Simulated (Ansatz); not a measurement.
The reference is SiC (space group P6_3mc, No. 186; a = 3.078 Å, c = 10.076 Å). Axes: x lies along a and z along c of the hexagonal cell.

Structures relaxed with Ansatz (a first-principles code) r2SCAN, no spin-orbit coupling.

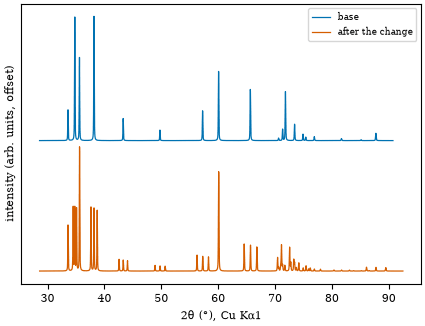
Fig. 1. Simulated powder patterns before (top) and after one change

### Question
Which change produced these results?
A) tensor shear ε_xz = +1.93 %
B) biaxial strain −0.90 %, plane normal [001], relaxed out of plane
C) biaxial strain −1.66 %, plane normal [001], relaxed out of plane
D) uniaxial strain ε_zz = −1.73 %

### Answer
A, tensor shear ε_xz = +1.93 %. Its volume per atom is 10.33 Å³ against 10.33 Å³, and its space group is Cc (No. 9).

No phonon test of stability was made.
